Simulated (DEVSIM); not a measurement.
System: TaN/Al2O3/n-Si capacitor, at 250 K.

```
layer (left to right)  material  thickness (nm)  Nd (cm⁻³)
---------------------  --------  --------------  ---------
1                         Al2O3            3.90          -
2                            Si             570       1e18
```

Metal gate on the left, work function 4.4 eV. Fixed charge at the semiconductor interface -1.4e11 cm⁻² (in units of +e); no interface traps.

Constants are typed, rounded textbook-type inputs, not results; the design itself was drawn at random and stands for no fabricated device. Values at 300 K; Nc and Nv go as T^1.5, mobilities as T to minus their exponent, the gap by Varshni's rule with the affinity fixed.

```
parameter         Al2O3        Si
----------------  -----  --------
gap (eV)            6.8     1.124
affinity (eV)      1.35      4.05
permittivity          9      11.7
Nc (cm⁻³)             -   2.86e19
Nv (cm⁻³)             -    3.1e19
Varshni α (eV/K)      -  0.000473
Varshni β (K)         -       636
```

Simulated with DEVSIM: 1D Poisson equation in equilibrium, Boltzmann statistics, complete ionisation; no quantum confinement or tunnelling. Metal contacts follow the ideal Schottky-Mott rule: no Fermi-level pinning, no interface dipoles.

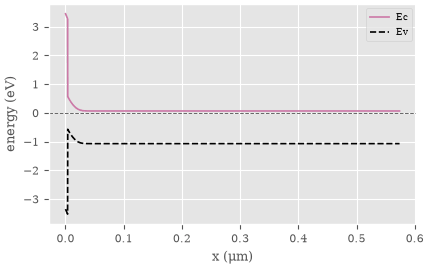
*Band edges at -0.4 V on the gate*

Energies count from the Fermi level of the right contact; mesh points crowd at the junctions.

```tsv
x (μm)	Ec (eV)	Ev (eV)	n (cm⁻³)	p (cm⁻³)	field (V/cm)
0.000	3.450	-3.350	< 1e2	< 1e2	-470000
0.0008072	3.412	-3.388	< 1e2	< 1e2	-470000
0.001767	3.367	-3.433	< 1e2	< 1e2	-470000
0.002841	3.316	-3.484	< 1e2	< 1e2	-470000
0.003900	0.566	-0.570	8.4e7	7.6e7	-400000
0.004874	0.529	-0.607	4.6e8	1.4e7	-370000
0.006532	0.470	-0.666	7.2e9	890000	-340000
0.01127	0.325	-0.812	6.3e12	1000	-270000
0.01789	0.179	-0.957	5.3e15	< 1e2	-170000
0.03057	0.075	-1.062	6.8e17	< 1e2	-21000
0.05214	0.066	-1.070	1.0e18	< 1e2	-76
0.1138	0.066	-1.070	1.0e18	< 1e2	≈ 0
0.2000	0.066	-1.070	1.0e18	< 1e2	≈ 0
0.3414	0.066	-1.070	1.0e18	< 1e2	≈ 0
0.4676	0.066	-1.070	1.0e18	< 1e2	≈ 0
0.5165	0.066	-1.070	1.0e18	< 1e2	≈ 0
0.5421	0.066	-1.070	1.0e18	< 1e2	≈ 0
0.5571	0.066	-1.070	1.0e18	< 1e2	≈ 0
0.5668	0.066	-1.070	1.0e18	< 1e2	≈ 0
0.5706	0.066	-1.070	1.0e18	< 1e2	≈ 0
0.5726	0.066	-1.070	1.0e18	< 1e2	≈ 0
0.5739	0.066	-1.070	1.0e18	< 1e2	≈ 0
```
